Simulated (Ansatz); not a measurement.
# Nudged elastic band of AlN₂H₇O (part 2 of 2)

AlN₂H₇O; RKS B3LYP-D4/6-31G* (Ansatz 0.2.0). It belongs to a series of runs on one base structure; here: band between the two ends.

Geometry of the input (Å):
```
Al -0.1698  -0.0443  0.1233
H  -0.1847  -1.0302  1.3776
N  1.4992  0.4062  -0.5834
H  2.2823  -0.2034  -0.3630
H  1.5749  0.6416  -1.5698
N  -1.5703  -0.0357  -0.9972
H  -2.5091  -0.2940  -0.7198
H  -1.5971  0.4318  -1.8948
O  0.0841  1.7450  1.0922
H  0.9802  1.7243  0.6287
H  0.2423  1.6266  2.0438
```

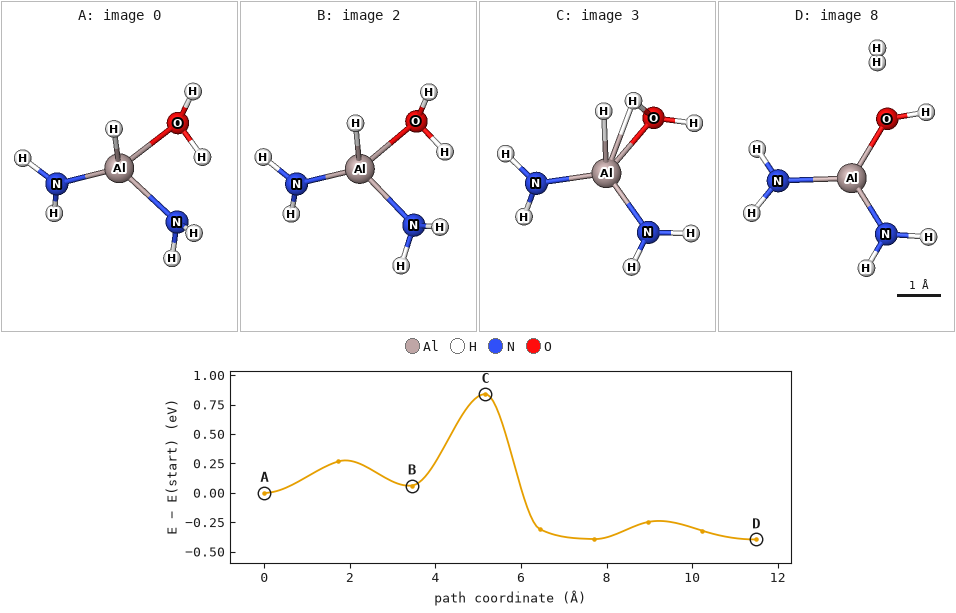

*Images of the last band (counted from 0; ball-and-stick, seen at a tilt) above the energy along the path; the line is a cubic interpolation that uses the forces.*

The highest image is number 3, 0.840 eV above the start and 1.236 eV above the end (the climbing image); the end lies 0.396 eV below the start. The path is 11.49 Å long. The band converged in 21 iterations.

```
Total energy: -11739.60309442 eV, -431.4224563312 hartree
Atom 0 at    -0.027926     0.345746    -0.073663 Å, force     0.002166    -0.003681    -0.003687 eV/Å
Atom 1 at    -0.220429    -0.234263     1.620693 Å, force    -0.000774     0.002711    -0.001000 eV/Å
Atom 2 at     1.554715     0.184800    -0.887524 Å, force     0.005694     0.000939    -0.000378 eV/Å
Atom 3 at     1.754727    -0.562563    -1.540523 Å, force    -0.003610    -0.002162    -0.000632 eV/Å
Atom 4 at     2.414939     0.654386    -0.636645 Å, force    -0.001239     0.001167     0.001250 eV/Å
Atom 5 at    -1.528230    -0.100232    -0.920963 Å, force    -0.002496    -0.000353     0.004339 eV/Å
Atom 6 at    -2.384309    -0.375284    -0.457696 Å, force     0.000207    -0.000149    -0.001286 eV/Å
Atom 7 at    -1.689920     0.035812    -1.910395 Å, force     0.001629     0.001050    -0.000269 eV/Å
Atom 8 at     0.000486     1.866035     1.051005 Å, force    -0.005014     0.007809    -0.001428 eV/Å
Atom 9 at     0.851366     2.315291     1.190972 Å, force     0.000631    -0.002016     0.001041 eV/Å
Atom 10 at    -0.093219     0.838270     1.702438 Å, force     0.002807    -0.005315     0.002050 eV/Å
Dipole moment:     0.314348     0.146174    -0.000984 e Å
this run last wrote the band of iteration 21 to [file]
```

**The last band as extended XYZ (Å, eV, eV/Å)**
```
11
Properties=species:S:1:pos:R:3:forces:R:3 image=0 energy=-11740.44298
Al   -0.1698   -0.0443    0.1233    0.0001   0.0011   0.0060
H    -0.1847   -1.0302    1.3776   -0.0018  -0.0009  -0.0019
N     1.4992    0.4062   -0.5834   -0.0023   0.0090  -0.0098
H     2.2823   -0.2034   -0.3630    0.0016  -0.0068   0.0035
H     1.5749    0.6416   -1.5698    0.0029  -0.0008   0.0032
N    -1.5703   -0.0357   -0.9972    0.0060   0.0032  -0.0058
H    -2.5091   -0.2940   -0.7198    0.0029   0.0008   0.0004
H    -1.5971    0.4318   -1.8948   -0.0069  -0.0038   0.0045
O     0.0841    1.7450    1.0922    0.0060  -0.0018   0.0017
H     0.9802    1.7243    0.6287   -0.0065  -0.0015  -0.0015
H     0.2423    1.6266    2.0438   -0.0020   0.0014  -0.0004
11
Properties=species:S:1:pos:R:3:forces:R:3 image=1 energy=-11740.17598
Al   -0.0602   -0.0064    0.0816   -0.0081  -0.0148  -0.0027
H    -0.2643   -0.7575    1.4863    0.0018  -0.0122  -0.0104
N     1.5971    0.1215   -0.6737    0.0110   0.0098   0.0129
H     1.8820   -0.5621   -1.3681    0.0413  -0.0422   0.0814
H     2.0126    1.0066   -0.9435   -0.0522   0.0545  -0.1008
N    -1.5505   -0.0668   -0.9173   -0.0114   0.0111   0.0005
H    -2.4115   -0.4940   -0.5977   -0.0037   0.0079  -0.0044
H    -1.6391    0.2176   -1.8846    0.0059   0.0171   0.0003
O     0.1751    1.8457    0.9702    0.0014  -0.0211  -0.0073
H     1.1333    1.8963    1.1389    0.0167  -0.0196   0.0218
H    -0.2423    1.7671    1.8456   -0.0027   0.0095   0.0088
11
Properties=species:S:1:pos:R:3:forces:R:3 image=2 energy=-11740.38034
Al   -0.1071    0.0035    0.1308   -0.0191  -0.0500   0.0112
H    -0.1489   -0.7498    1.5442    0.0099  -0.0508  -0.0078
N     1.5090    0.3902   -0.6720   -0.0143   0.0152   0.0257
H     1.6201    0.1518   -1.6542   -0.0050   0.1057  -0.0054
H     2.3649    0.0989   -0.2077   -0.0040  -0.0645   0.0307
N    -1.5201   -0.1965   -0.9554   -0.0193  -0.0216   0.0356
H    -2.4208   -0.5010   -0.6071   -0.0072  -0.0060  -0.0311
H    -1.6156    0.1392   -1.9049    0.0201   0.0148  -0.0040
O    -0.0316    1.8609    0.9897   -0.0014  -0.0082  -0.0043
H     0.8210    2.0774    0.5458    0.0153  -0.0328  -0.0772
H     0.1614    1.6936    1.9285    0.0250   0.0981   0.0265
11
Properties=species:S:1:pos:R:3:forces:R:3 image=3 energy=-11739.60284
Al   -0.0279    0.3457   -0.0737    0.0022  -0.0037  -0.0037
H    -0.2204   -0.2343    1.6207   -0.0008   0.0027  -0.0010
N     1.5547    0.1848   -0.8875    0.0057   0.0009  -0.0004
H     1.7547   -0.5626   -1.5405   -0.0036  -0.0022  -0.0006
H     2.4149    0.6544   -0.6366   -0.0012   0.0012   0.0013
N    -1.5282   -0.1002   -0.9210   -0.0025  -0.0004   0.0043
H    -2.3843   -0.3753   -0.4577    0.0002  -0.0001  -0.0013
H    -1.6899    0.0358   -1.9104    0.0016   0.0010  -0.0003
O     0.0005    1.8660    1.0510   -0.0050   0.0078  -0.0014
H     0.8514    2.3153    1.1910    0.0006  -0.0020   0.0010
H    -0.0932    0.8383    1.7024    0.0028  -0.0053   0.0021
11
Properties=species:S:1:pos:R:3:forces:R:3 image=4 energy=-11740.74964
Al    0.0366    0.7692   -0.3722    0.0170   0.0820  -0.0587
H    -0.2922   -0.5044    2.1071   -0.0121  -0.0467   0.0951
N     1.6135    0.2159   -0.9829    0.0004   0.0084  -0.0176
H     1.7542   -0.6343   -1.5127    0.0042  -0.0149   0.0071
H     2.4941    0.6927   -0.8430    0.0179   0.0069  -0.0421
N    -1.4677    0.0150   -0.9463   -0.0086   0.0056  -0.0162
H    -2.3516    0.0422   -0.4551    0.0148   0.0800   0.0154
H    -1.6164   -0.2760   -1.9034    0.0229  -0.0626   0.0056
O    -0.0394    2.0719    0.7555   -0.0094   0.0478  -0.0580
H     0.7636    2.3347    1.2226   -0.0157   0.0069   0.0009
H    -0.2626    0.2410    2.0681   -0.0314  -0.1135   0.0685
11
Properties=species:S:1:pos:R:3:forces:R:3 image=5 energy=-11740.83514
Al    0.1110    0.7640   -0.5137   -0.0402   0.0066  -0.0417
H    -0.5311   -0.3700    2.9657    0.0030  -0.0051   0.0109
N     1.6559    0.2847   -1.2592   -0.0062   0.0191   0.0245
H     1.7670   -0.5046   -1.8822    0.0062  -0.0064  -0.0047
H     2.5264    0.7938   -1.1822    0.0036  -0.0117  -0.0013
N    -1.4294    0.0770   -1.0654    0.0236  -0.0203  -0.0045
H    -2.3077    0.1987   -0.5784    0.0130   0.0056  -0.0125
H    -1.5594   -0.4702   -1.9058   -0.0136   0.0144   0.0182
O     0.0340    1.9103    0.7664    0.0111  -0.0136   0.0128
H     0.8147    2.0886    1.3038   -0.0032   0.0075  -0.0008
H    -0.4492    0.1956    2.4886    0.0028   0.0040  -0.0008
11
Properties=species:S:1:pos:R:3:forces:R:3 image=6 energy=-11740.69024
Al    0.1026    0.7045   -0.5488    0.0230   0.0198   0.0275
H    -0.5365   -0.2547    3.0241    0.0018  -0.0008   0.0032
N     1.6591    0.2641   -1.2842   -0.0217  -0.0020  -0.0096
H     1.7412   -0.4886   -1.9561    0.0036  -0.0005  -0.0002
H     2.5650    0.6724   -1.0964   -0.0009   0.0164  -0.0116
N    -1.4004   -0.0990   -1.1053   -0.0078  -0.0196  -0.0106
H    -2.0115   -0.5420   -0.4281   -0.0276   0.0393   0.0367
H    -1.9811    0.3252   -1.8198    0.0243  -0.0295  -0.0502
O     0.0541    1.8718    0.7157    0.0019  -0.0063   0.0090
H     0.8700    2.2158    1.1004    0.0015  -0.0119   0.0043
H    -0.4304    0.2986    2.5361    0.0019  -0.0052   0.0013
11
Properties=species:S:1:pos:R:3:forces:R:3 image=7 energy=-11740.76358
Al    0.0846    0.7215   -0.5538    0.0177  -0.0355   0.0334
H    -0.4348   -0.2013    3.0406    0.0066   0.0089  -0.0011
N     1.6304    0.1591   -1.2310   -0.0223  -0.0147   0.0011
H     1.6871   -0.4533   -2.0347    0.0068   0.0061  -0.0076
H     2.5567    0.4374   -0.9361    0.0015  -0.0258   0.0247
N    -1.4562    0.0257   -1.1229    0.0173   0.0332  -0.0001
H    -1.6667   -0.9626   -1.0768    0.0370  -0.0495  -0.0995
H    -2.3205    0.5507   -1.0954   -0.0454   0.0286   0.0768
O     0.0462    1.9476    0.6507   -0.0290   0.0306  -0.0040
H     0.8532    2.3872    0.9435    0.0010   0.0149  -0.0282
H    -0.3478    0.3559    2.5537    0.0088   0.0031   0.0047
11
Properties=species:S:1:pos:R:3:forces:R:3 image=8 energy=-11740.83852
Al    0.0016    0.6988   -0.5673    0.0041  -0.0020   0.0033
H     0.0463   -0.0192    3.1916   -0.0019   0.0094  -0.0066
N     1.5623    0.0696   -1.1478    0.0087   0.0005   0.0012
H     1.6614   -0.6979   -1.7997    0.0009  -0.0030  -0.0009
H     2.4738    0.4206   -0.8857   -0.0036   0.0000  -0.0034
N    -1.5386    0.0897   -1.2037   -0.0080   0.0006  -0.0008
H    -1.6526   -0.5967   -1.9372    0.0055   0.0134   0.0108
H    -2.4393    0.4088   -0.8720    0.0003  -0.0063  -0.0048
O    -0.0996    1.9200    0.6386   -0.0129   0.0036  -0.0027
H     0.6833    2.2337    1.1046    0.0056  -0.0043  -0.0049
H    -0.0663    0.4406    2.6163    0.0013  -0.0120   0.0087
```

**Summary**

| quantity | value |
| --- | --- |
| outcome | converged |
| barrier, forward | 0.840 eV |
| barrier, backward | 1.236 eV |
| wall time | 7.7 min |
| peak memory | 0.15 GiB |

**Remarks**

The order of the saddle point was not checked.
